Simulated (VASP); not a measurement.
# Cu4SeS: structure and properties in VASP, part 2 of 4

What structure does Cu4SeS take at this level, and what are its properties? The cell is invented: it takes the structure of a Materials Project entry for Cu2Se (space group 44 there), with some of its atoms replaced by other elements, volume scaled by an estimate. It may not be a known or stable phase. The atoms of the start are displaced at random from the sites of a C2 cell.

VASP 6.6.1, plane waves and PAW; the level of theory is named at each step.

Still holding for the runs below: This run has no spin polarisation, although Cu can carry a moment.

So far, gap on the k-mesh (eV): step 2 (rough relaxation of the start cell) 0.607.

## (3) Relaxing cell and atoms (PBE + D4)

Level of this step: PBE with D4; plane waves and PAW (Se, Cu, S); invented cell (VASP).

Properties are meant for the cell that this level of theory prefers, so cell and atoms are relaxed first (ISIF = 3) until forces and stress are small; EDIFFG sets the threshold.

Contents of INCAR:

```
SYSTEM = Cu4SeS
PREC = Accurate
ENCUT = 400
EDIFF = 1E-06
NELM = 100
ISMEAR = 0
SIGMA = 0.05
LREAL = .FALSE.
ALGO = Normal
GGA = PE
IVDW = 13
NBANDS = 34
LASPH = .TRUE.
LORBIT = 11
LWAVE = .FALSE.
LCHARG = .FALSE.
KPAR = 2
IBRION = 2
NSW = 60
ISIF = 3
EDIFFG = -0.01
```

Contents of POSCAR:

```
Cu4SeS
1.0
    3.6558994800     -1.9280378700      0.0000000000
    3.6558994800      1.9280378700      0.0000000000
   -3.4538028000      0.0000000000      6.5798478300
Se Cu S
1 4 1
Direct
    0.4844462240      0.5155537760      0.5000000000
    0.9902439260      0.7529940510      0.6691531290
    0.4580624410      0.2241264360      0.1366140640
    0.2470059490      0.0097560750      0.3308468710
    0.7758735640      0.5419375590      0.8633859360
    0.9336199910      0.0663800090      0.0000000000
```

Contents of KPOINTS:

```
Automatic mesh
0
Gamma
7 7 4
0 0 0
```

The projector-augmented-wave data sets are Se, Cu and S (PBE family, release 64).

The cell reached was symmetrised within 0.01 Å before this step, which raises the operations from 1 to 2, which the run then keeps.

Command:

```bash
> mpirun -np 2 vasp_std
```

The log of the run:

```text
[... set-up lines as in an earlier step ...]
 entering main loop
       N       E                     dE             d eps       ncg     rms          rms(c)
DAV:   1     0.438594678672E+03    0.43859E+03   -0.21002E+04  4080   0.196E+03
DAV:   2     0.232651673983E+02   -0.41533E+03   -0.40595E+03  4084   0.401E+02
DAV:   3    -0.233563919187E+02   -0.46622E+02   -0.45329E+02  5352   0.171E+02
DAV:   4    -0.257293388299E+02   -0.23729E+01   -0.23504E+01  6410   0.411E+01
DAV:   5    -0.257605674175E+02   -0.31229E-01   -0.31194E-01  6430   0.583E+00    0.173E+01
DAV:   6    -0.249645763762E+02    0.79599E+00   -0.51211E+01  5372   0.132E+02    0.114E+01
DAV:   7    -0.227127907571E+02    0.22518E+01   -0.12015E+01  4802   0.774E+01    0.419E+00
DAV:   8    -0.228220967900E+02   -0.10931E+00   -0.19438E+00  5916   0.312E+01    0.253E+00
DAV:   9    -0.227725375027E+02    0.49559E-01   -0.51887E-01  5282   0.298E+01    0.134E+00
DAV:  10    -0.227453740997E+02    0.27163E-01   -0.13380E-01  6284   0.117E+01    0.381E-01
DAV:  11    -0.227464132875E+02   -0.10392E-02   -0.35121E-02  6744   0.348E+00    0.100E-01
DAV:  12    -0.227469088767E+02   -0.49559E-03   -0.57043E-03  4996   0.162E+00    0.748E-02
DAV:  13    -0.227468900978E+02    0.18779E-04   -0.60730E-04  5086   0.107E+00    0.516E-02
DAV:  14    -0.227468918440E+02   -0.17462E-05   -0.13606E-04  6200   0.161E-01    0.323E-02
DAV:  15    -0.227468813913E+02    0.10453E-04   -0.22337E-05  7600   0.169E-01    0.146E-02
DAV:  16    -0.227468791271E+02    0.22642E-05   -0.17170E-05  6158   0.719E-02    0.603E-03
DAV:  17    -0.227468789867E+02    0.14033E-06   -0.21475E-06  2544   0.301E-02
   1 F= -.25494546E+02 E0= -.25494546E+02  d E =-.254945E+02
 curvature:   0.00 expect dE= 0.000E+00 dE for cont linesearch  0.000E+00
 trial: gam= 0.00000 g(F)=  0.363E-03 g(S)=  0.123E-03 ort = 0.000E+00 (trialstep = 0.100E+01)
 search vector abs. value=  0.486E-03
 bond charge predicted
       N       E                     dE             d eps       ncg     rms          rms(c)
DAV:   1    -0.227538047508E+02   -0.69256E-02   -0.14134E-01  6150   0.397E+00    0.427E-01
DAV:   2    -0.227523766176E+02    0.14281E-02   -0.31810E-02  4324   0.340E+00    0.195E-01
DAV:   3    -0.227513129162E+02    0.10637E-02   -0.66561E-03  4248   0.173E+00    0.706E-02
DAV:   4    -0.227512781074E+02    0.34809E-04   -0.58312E-04  6226   0.556E-01    0.430E-02
DAV:   5    -0.227512581007E+02    0.20007E-04   -0.65281E-05  5788   0.370E-01    0.275E-02
DAV:   6    -0.227512552007E+02    0.29000E-05   -0.84006E-05  7072   0.178E-01    0.120E-02
DAV:   7    -0.227512505975E+02    0.46031E-05   -0.20815E-05  6136   0.119E-01    0.559E-03
DAV:   8    -0.227512506241E+02   -0.26526E-07   -0.12307E-06  2246   0.238E-02
   2 F= -.25494812E+02 E0= -.25494812E+02  d E =-.265787E-03
[... from here on, the cycles between the ionic steps are left out ...]
   3 F= -.25494848E+02 E0= -.25494848E+02  d E =-.301558E-03
   4 F= -.25495036E+02 E0= -.25495036E+02  d E =-.188335E-03
   5 F= -.25495413E+02 E0= -.25495413E+02  d E =-.565052E-03
   6 F= -.25495320E+02 E0= -.25495320E+02  d E =-.471742E-03
   7 F= -.25495512E+02 E0= -.25495512E+02  d E =-.663772E-03
   8 F= -.25495651E+02 E0= -.25495651E+02  d E =-.139439E-03
   9 F= -.25495745E+02 E0= -.25495745E+02  d E =-.233593E-03
  10 F= -.25495889E+02 E0= -.25495889E+02  d E =-.377371E-03
  11 F= -.25496018E+02 E0= -.25496017E+02  d E =-.505754E-03
  12 F= -.25496103E+02 E0= -.25496103E+02  d E =-.858371E-04
  13 F= -.25496303E+02 E0= -.25496303E+02  d E =-.285163E-03
  14 F= -.25496463E+02 E0= -.25496463E+02  d E =-.445284E-03
  15 F= -.25496563E+02 E0= -.25496563E+02  d E =-.999720E-04
  16 F= -.25496820E+02 E0= -.25496820E+02  d E =-.356974E-03
  17 F= -.25497126E+02 E0= -.25497126E+02  d E =-.663590E-03
  18 F= -.25496889E+02 E0= -.25496889E+02  d E =-.426144E-03
  19 F= -.25497172E+02 E0= -.25497172E+02  d E =-.709356E-03
  20 F= -.25497341E+02 E0= -.25497341E+02  d E =-.169097E-03
  21 F= -.25497341E+02 E0= -.25497341E+02  d E =-.169067E-03
  22 F= -.25497323E+02 E0= -.25497323E+02  d E =-.150789E-03
  23 F= -.25497336E+02 E0= -.25497336E+02  d E =-.164095E-03
  24 F= -.25497339E+02 E0= -.25497339E+02  d E =-.166914E-03
  25 F= -.25497340E+02 E0= -.25497340E+02  d E =-.167857E-03
  26 F= -.25497340E+02 E0= -.25497340E+02  d E =-.168167E-03
  27 F= -.25497412E+02 E0= -.25497412E+02  d E =-.714257E-04
  28 F= -.25497446E+02 E0= -.25497446E+02  d E =-.105874E-03
  29 F= -.25497489E+02 E0= -.25497489E+02  d E =-.430808E-04
 trial-energy change:   -0.000043  1 .order   -0.000047   -0.000075   -0.000019
 step:   1.9493(harm=  1.9493)  dis= 0.00179  next Energy=   -25.497497 (dE=-0.504E-04)
 bond charge predicted
       N       E                     dE             d eps       ncg     rms          rms(c)
DAV:   1    -0.227505488714E+02   -0.22523E-03   -0.66575E-03  4252   0.497E-01    0.241E-02
DAV:   2    -0.227505596017E+02   -0.10730E-04   -0.22089E-04  6508   0.174E-01    0.101E-02
DAV:   3    -0.227505579325E+02    0.16692E-05   -0.17283E-05  5464   0.807E-02    0.646E-03
DAV:   4    -0.227505574038E+02    0.52865E-06   -0.10864E-06  2258   0.286E-02
  30 F= -.25497493E+02 E0= -.25497493E+02  d E =-.468301E-04
 curvature:  -2.55 expect dE=-0.881E-04 dE for cont linesearch -0.336E-06
 trial: gam= 0.43660 g(F)=  0.901E-05 g(S)=  0.256E-04 ort = 0.422E-05 (trialstep = 0.154E+01)
 search vector abs. value=  0.641E-04
 reached required accuracy - stopping structural energy minimisation
```

It took 17 min on 2 MPI ranks of Intel Xeon Platinum 8488C (Sapphire Rapids), shared host; peak memory 0.52 GiB; 31 min of CPU time.

OUTCAR, selected parts (step 3):

```text
  LATTYP: Found a base centered monoclinic cell.
 ALAT       =     7.3117989600
 B/A-ratio  =     0.5273771559
 C/A-ratio  =     1.0163337576
 COS(beta)  =    -0.4647687769

 Subroutine GETGRP returns: Found  2 space group operations
 (whereof  2 operations were pure point group operations)

The static configuration has the point symmetry C_2 .

 Found     60 irreducible k-points:

   k-points           NKPTS =     60   k-points in BZ     NKDIM =     60   number of bands    NBANDS=     34

   dimension x,y,z NGX =    28 NGY =   28 NGZ =   48
   dimension x,y,z NGXF=    56 NGYF=   56 NGZF=   96

   ENCUT  =  400.0 eV  29.40 Ry    5.42 a.u.   6.74  6.74 12.12*2*pi/ulx,y,z

   NELECT =      56.0000    total number of electrons

 E-fermi :   6.7516

 k-point     1 :       0.0000    0.0000    0.0000
  band No.  band energies     occupation
    ...
     24       4.9912      2.00000
     25       5.1261      2.00000
     26       5.7533      2.00000
     27       5.9320      2.00000
     28       6.2742      2.00000
     29       6.9006      0.00003
     30       7.6014      0.00000
     31      10.2088      0.00000
     32      11.2165      0.00000
     33      11.4625      0.00000
    ...

 k-point     2 :       0.1429    0.0000   -0.0000
  band No.  band energies     occupation
    ...
     24       4.7841      2.00000
     25       4.8444      2.00000
     26       5.4208      2.00000
     27       5.7994      2.00000
     28       6.2870      2.00000
     29       7.2663      0.00000
     30       8.3223      0.00000
     31       9.8786      0.00000
     32      10.4221      0.00000
     33      10.9359      0.00000
    ...

  DFT-D4 for vdW energy calculation

  Edisp (eV):   -2.74694

  Total      -0.04581    -0.02161     0.01936     0.00000     0.00000    -0.01095
  in kB      -0.79124    -0.37323     0.33439     0.00000     0.00000    -0.18917
  external pressure =       -0.28 kB  Pullay stress =        0.00 kB

  energy-cutoff  :      400.00
  volume of cell :       92.76
      direct lattice vectors                 reciprocal lattice vectors
     3.649135771 -1.934703643  0.015390199     0.136717917 -0.258437514  0.071328477
     3.649135771  1.934703643  0.015390199     0.136717917  0.258437514  0.071328477
    -3.419750515  0.000000000  6.554761637    -0.000642011  0.000000000  0.152225899

 POSITION                                       TOTAL-FORCE (eV/Angst)
 -----------------------------------------------------------------------------------
      1.93926      0.00812      3.29277        -0.000000     -0.006162     -0.000000
      4.09639     -0.46894      4.41299        -0.001286      0.000565      0.001477
      2.01244     -0.42399      0.88651         0.002811     -0.001005     -0.006043
     -0.21787     -0.46894      2.17255         0.001286      0.000565     -0.001477
      1.86608     -0.42399      5.69904        -0.002811     -0.001005      0.006043
      3.64914     -1.66312      0.01539         0.000000      0.007041      0.000000
 -----------------------------------------------------------------------------------
    total drift:                               -0.000001     -0.000204     -0.000000

  FREE ENERGIE OF THE ION-ELECTRON SYSTEM (eV)
  ---------------------------------------------------
  free  energy   TOTEN  =       -25.4974930138 eV

  energy  without entropy=      -25.4974929728  energy(sigma->0) =      -25.49749299

 total charge
# of ion       s       p       d       tot
------------------------------------------
    1        1.437   2.376   0.085   3.897
    2        0.377   0.319   9.273   9.969
    3        0.389   0.358   9.264  10.011
    4        0.377   0.319   9.273   9.969
    5        0.389   0.358   9.264  10.011
    6        1.307   2.385   0.000   3.692
--------------------------------------------------
tot          4.274   6.116  37.158  47.548

[... 1 part as in an earlier step ...]

[... 7 further parts left out ...]
```

CONTCAR:

```
Cu4SeS
   1.00000000000000
     3.6491357707163776   -1.9347036426251021    0.0153901992086079
     3.6491357707163776    1.9347036426251021    0.0153901992086079
    -3.4197505146389235    0.0000000000000000    6.5547616365049111
  Se              Cu              S
     1     4     1
Direct
     0.4979007058902283    0.5020992941097713    0.5000000000000000
     0.9960156287935314    0.7536296852667209    0.6691419501505845
     0.4479453781083316    0.2287934130857138    0.1336572850414202
     0.2463703147332793    0.0039843722064651    0.3308580498494151
     0.7712065869142862    0.5520546218916687    0.8663427149585796
     0.9298134805603464    0.0701865194396536    0.0000000000000000
```

This mesh shows a gap, but another run on the same cell finds none, so it misses the points where the bands meet. The run keeps the 2 symmetry operations of its start, so it cannot find a distortion of lower symmetry.

Step by step (22 of 30):

```
step  energy less that of the first step (eV)  largest force (eV/Å)  pressure (GPa)  volume (Å³)
   1                                   0.0000                0.0556            0.11        92.76
   2                                  -0.0003                0.0423           -0.21        92.90
   4                                  -0.0005                0.0323           -0.12        92.91
   5                                  -0.0009                0.0338           -0.03        92.83
   7                                  -0.0010                0.0419           -0.03        92.76
   8                                  -0.0011                0.0417            0.16        92.73
   9                                  -0.0012                0.0413            0.04        92.71
  11                                  -0.0015                0.0398            0.28        92.56
  12                                  -0.0016                0.0379            0.15        92.59
  13                                  -0.0018                0.0313            0.09        92.66
  15                                  -0.0020                0.0230           -0.08        92.82
  16                                  -0.0023                0.0183           -0.01        92.84
  18                                  -0.0023                0.0349           -0.27        92.98
  19                                  -0.0026                0.0201           -0.16        92.91
  20                                  -0.0028                0.0163            0.07        92.69
  22                                  -0.0028                0.0172           -0.04        92.77
  23                                  -0.0028                0.0168           -0.05        92.74
  24                                  -0.0028                0.0163           -0.04        92.72
  26                                  -0.0028                0.0163            0.05        92.71
  27                                  -0.0029                0.0122           -0.02        92.72
  29                                  -0.0029                0.0092           -0.07        92.75
  30                                  -0.0029                0.0070           -0.03        92.76
```

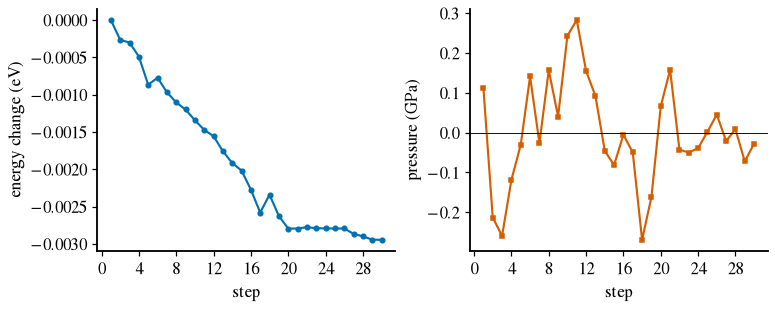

Energy and pressure along the relaxation.

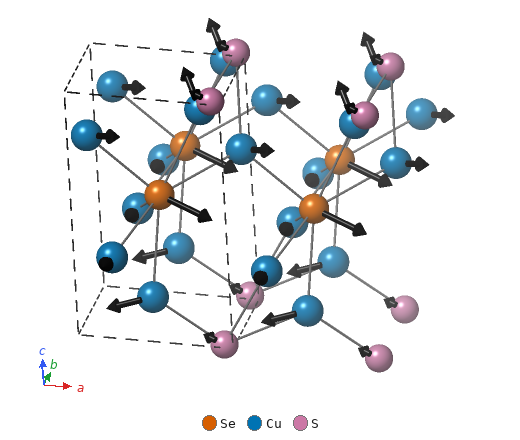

Displacements in the relaxation, exaggerated, measured against the changing cell; the longest in the cell stands for 0.05 Å. 2×2×1 cells are drawn. Some periodic images of atoms are drawn too.

```
     cell as run  before   after  change
           a (Å)   4.133   4.130  -0.1 %
           b (Å)   4.133   4.130  -0.1 %
           c (Å)   7.431   7.393  -0.5 %
           α (°)  114.27  113.91  -0.3 %
           β (°)  114.27  113.91  -0.3 %
           γ (°)   55.61   55.86  +0.5 %
volume (Å³/atom)   15.46   15.46  -0.0 %
```

The atoms that moved most (Å, as changes of fractional coordinates times the final cell):

```
atom      dx      dy      dz  length
 Se1   0.000  -0.052   0.000   0.052
 Cu5   0.010   0.029   0.019   0.036
 Cu3  -0.010   0.029  -0.019   0.036
 Cu4  -0.023  -0.010   0.000   0.025
 Cu2   0.023  -0.010   0.000   0.025
  S6   0.000   0.015   0.000   0.015
```

Final coordinates:

```
Se Cu S
1.0
     3.64914   -1.93470    0.01539
     3.64914    1.93470    0.01539
    -3.41975    0.00000    6.55476
Se Cu S
1 4 1
Direct
  0.49790 0.50210 0.50000
  0.99602 0.75363 0.66914
  0.44795 0.22879 0.13366
  0.24637 0.00398 0.33086
  0.77121 0.55205 0.86634
  0.92981 0.07019 0.00000
```

This step gave:

```
irreducible k-points            : 60
symmetry operations             : 2
free energy (TOTEN)             : -25.50 eV
Fermi energy                    : 6.752 eV
pressure                        : -0.02767 GPa
SCF cycles over all ionic steps : 196
```

It ends with a largest force of 0.007 eV/Å and a pressure of -0.03 GPa.

(Continued in part 3 of 4.)

[Lines on the potential files, build, host, timing and source positions are cut from VASP's logs without a mark.]

[Logs are printed without paths, hosts, clocks, repeated set-up lines and the standing remarks that a program may print on its own settings, such as how far it seeks lower states.]

[Hosts, paths, dates, database ids (printed as entryN), source tags and the programs' standing remarks are cut or masked in the printed files.]

[A measured line is paired with the nearest computed mode of its activity, which favours agreement.]

[In band tables of VASP the shares of atoms and orbitals are scaled to a sum of 1 inside the atoms' spheres.]
